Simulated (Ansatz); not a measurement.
CH₅AsSi (SMILES C1[SiH2][AsH]1)

Input file:

```
crystal:
  periodic: [false, false, false]
  atoms:
    - {symbol: C, position_ang: [-0.770300, 0.017900, -0.576000]}
    - {symbol: Si, position_ang: [0.707800, 0.663100, 0.315700]}
    - {symbol: As, position_ang: [-0.538100, -1.122700, 1.107200]}
    - {symbol: H, position_ang: [-0.667200, -0.524000, -1.509300]}
    - {symbol: H, position_ang: [-1.690700, 0.591800, -0.522300]}
    - {symbol: H, position_ang: [0.581300, 1.973900, 0.990500]}
    - {symbol: H, position_ang: [2.040800, 0.422300, -0.277100]}
    - {symbol: H, position_ang: [0.428400, -2.079400, 0.415600]}
basis:
  gaussian: {orbitals: def2-SVP}
hamiltonian: {xc: hf}
accuracy: high
output: {forces: true, orbitals: {seedname: orbitals}}
```

Command:

```sh
ansatz run in.yaml --threads 1 --pin off --max-ram 2610MiB --events-out events.jsonl --progress --plain --runs-dir runs
```

Geometry: PBE0-D4/def2-TZVP.

The calculation used Ansatz 0.2.0, isolated molecule in a Gaussian basis; Hartree-Fock.

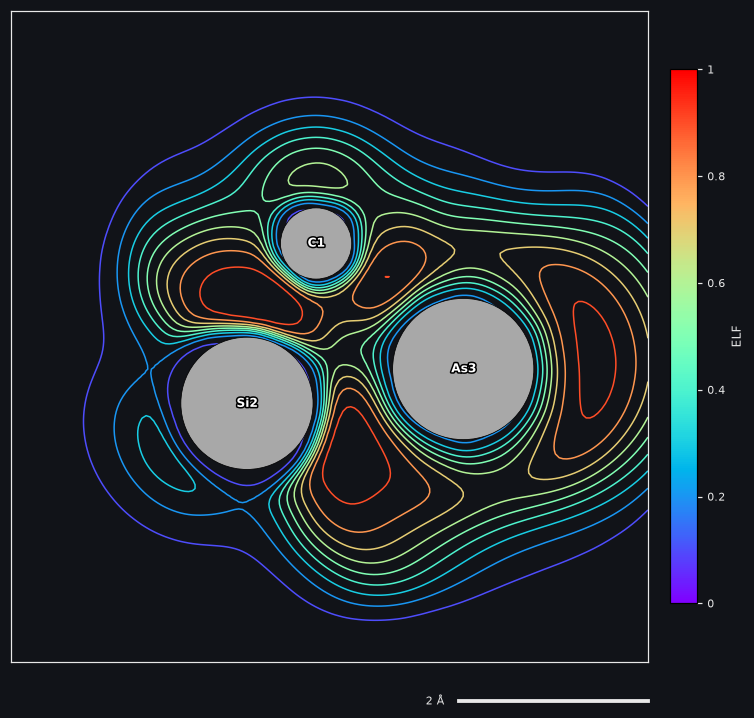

Figure 1. Electron localisation function on the plane of atoms Si2, C1 and As3. Grey discs cover the atomic cores.

Question: What do the fields say about this system?

Answer: Atoms in the plane: C, Si and As.
C–Si (1.84 Å): the ELF peaks at about 0.95 between the atoms: a shared electron pair.
C–As (2.05 Å): the ELF peaks at about 0.90 between the atoms, as expected for a shared electron pair.
Si–As (2.32 Å): the ELF peaks at about 0.80 between the atoms: localised, covalent bonding.
The ELF also peaks beside As3, away from the bonds: lone-pair regions.

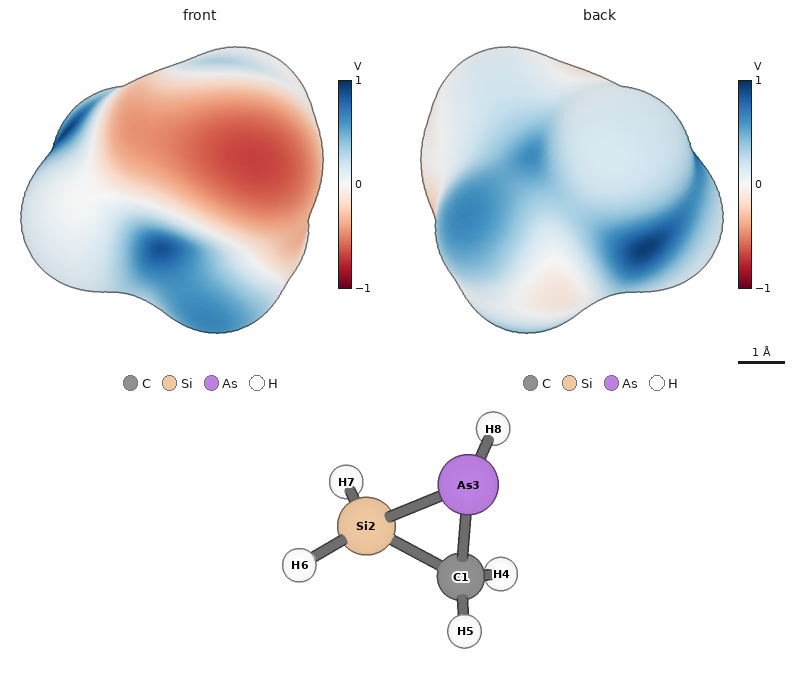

Figure 2. The molecular electrostatic potential painted on the density surface at 0.001 e/bohr³, seen from the front and from behind; red is negative and blue positive. The bare structure is drawn below in the same view.

Question: Where is the surface potential most negative and most positive?

Answer: The most negative region (about −0.7 V, or −16 kcal/mol for a unit charge) lies over As3, the most positive (about +0.9 V, or +21 kcal/mol for a unit charge) over Si2.

Question: What dipole moment does the calculation give?

Answer: Its dipole moment is 1.30 D.

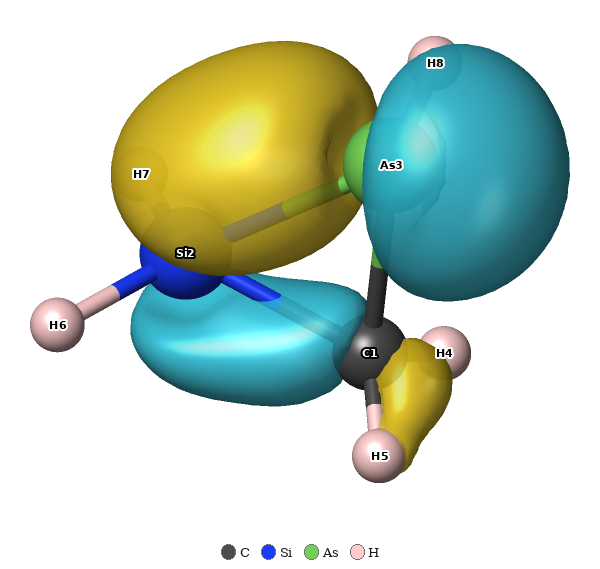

Figure 3. The HOMO at ±0.15 Å⁻³ᐟ² (yellow and cyan are the two phases), seen across its widest extent.

Question: Describe this orbital and give its energy.

Answer: By Hirshfeld shares it lies mainly on As3 (about 55 %), Si2 (about 30 %) and C1 (about 10 %). Its energy is −9.05 eV.
